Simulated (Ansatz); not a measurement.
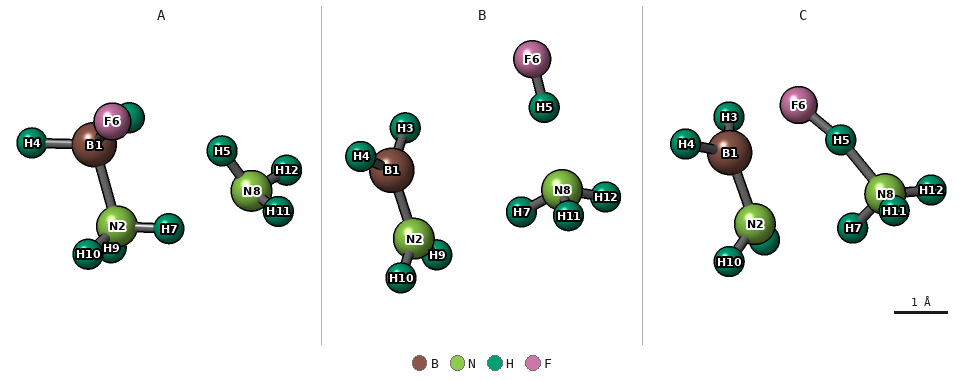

Three geometries of BN$_{2}$H$_{8}$F: a saddle point and the two minima that it joins, in shuffled order. A ball-and-stick model, seen at a tilt. Sticks join atoms that are closer than about 1.2 times the sum of their covalent radii (a little more with hydrogen).

Stationary points at PBE0-D4/def2-TZVP, single-point energies with CCSD(T)/CBS, BLYP-D4, PBE-QIDH (def2-TZVPP where no basis is named; Ansatz 0.2.0). The energies are electronic, without zero-point or thermal terms, and both ends are the minima reached downhill from the saddle, with any fragments still in contact. CCSD(T)/CBS stands for a frozen-core estimate: MP2 correlation extrapolated from def2-TZVPP and def2-QZVPP, CCSD(T) minus MP2 from the smaller set.

Question: Identify the saddle point and describe the reaction.

Answer: Frame C is the saddle point. Counted by bonded pieces, B holds BH₄N + HF + NH₃ and A holds BH₅NF + NH₃. From B over the saddle to A, bonds form: B1–F6 (3.88 → 1.83 → 1.41 Å), N2–H7 (2.42 → 2.08 → 1.04 Å), H5–N8 (1.64 → 1.35 → 1.02 Å). Bonds break: H5–F6 (0.96 → 1.07 → 2.19 Å), H7–N8 (1.02 → 1.03 → 1.91 Å). The saddle has one imaginary mode, 245i cm⁻¹. With CCSD(T)/CBS the barrier is 32.0 kJ/mol from B and 109.7 kJ/mol from A, and A lies 77.6 kJ/mol below B. By Pauling bond orders of the changing bonds the saddle lies closer to B, the higher end, as Hammond's postulate suggests.

```csv
level,barrier from B (kJ/mol),barrier from A (kJ/mol),A less B (kJ/mol)
CCSD(T)/CBS,32.0,109.7,−77.6
BLYP-D4,24.3,92.9,−68.6
PBE-QIDH,22.8,109.0,−86.2
```
